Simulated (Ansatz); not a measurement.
**C$_{3}$H$_{4}$F$_{4}$: density, localisation and related maps**

```json
{"atom": "F", "x (Å)": "1.8316", "y (Å)": "-0.7986", "z (Å)": "0.0951"}
{"atom": "C", "x (Å)": "1.0639", "y (Å)": "-0.0372", "z (Å)": "-0.7499"}
{"atom": "C", "x (Å)": "-0.3953", "y (Å)": "-0.1841", "z (Å)": "-0.3772"}
{"atom": "F", "x (Å)": "-0.7990", "y (Å)": "-1.4651", "z (Å)": "-0.5754"}
{"atom": "F", "x (Å)": "-1.1027", "y (Å)": "0.6017", "z (Å)": "-1.2289"}
{"atom": "C", "x (Å)": "-0.7333", "y (Å)": "0.1689", "z (Å)": "1.0549"}
{"atom": "F", "x (Å)": "-0.3276", "y (Å)": "1.4531", "z (Å)": "1.3183"}
{"atom": "H", "x (Å)": "1.3569", "y (Å)": "1.0105", "z (Å)": "-0.6579"}
{"atom": "H", "x (Å)": "1.2023", "y (Å)": "-0.3840", "z (Å)": "-1.7768"}
{"atom": "H", "x (Å)": "-1.8150", "y (Å)": "0.0955", "z (Å)": "1.1904"}
{"atom": "H", "x (Å)": "-0.2166", "y (Å)": "-0.5178", "z (Å)": "1.7282"}
```

Geometry: PBE0-D4/def2-TZVP.

Level of theory: RKS PBE0-D4/def2-TZVPP (Ansatz 0.2.0).

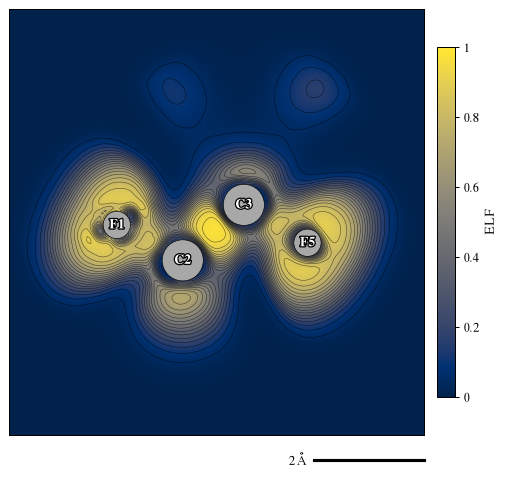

Figure 1. ELF on the plane of atoms C2, C3 and F5. Grey discs cover the atomic cores.

**What does the map show?**

- Atoms in the plane: F and C.
- C–F (1.37 Å): the ELF peaks at about 0.80 between the atoms: a shared but strongly polarised pair.
- C–C (1.51 Å): the ELF peaks at about 1 between the atoms, as expected for a covalent bond.
- The ELF also peaks beside F5 and F1, away from the bonds: lone-pair regions.

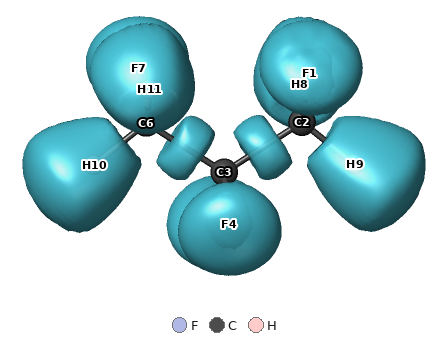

Figure 2. Isosurface of the electron localisation function at 0.75 (cyan), seen across its widest extent. Core shells and regions of very low density are left out.

**Describe the localisation domains.**

At this value the surface marks out two regions between bonded C–C atoms (shared pairs), four regions around hydrogen nuclei and four regions on F in which the atom's valence shell and bonds are merged.


C–F (1.36 Å): the ELF peaks at about 0.85 between the atoms: a polar covalent bond.

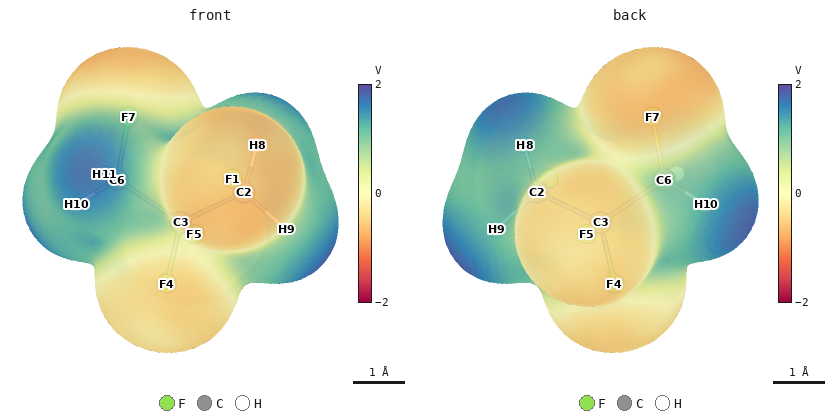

Figure 3. The electrostatic potential painted on the density surface at 0.004 e/bohr³, seen from the front and from behind; red is negative and blue positive.

**Which sites attract a positive test charge, and which a negative one?**

A positive charge is drawn to the negative regions and a negative charge to the positive ones. The most negative region (about −0.7 V) lies over F1 and F7, the most positive (about +1.8 V) over H9 and H10.
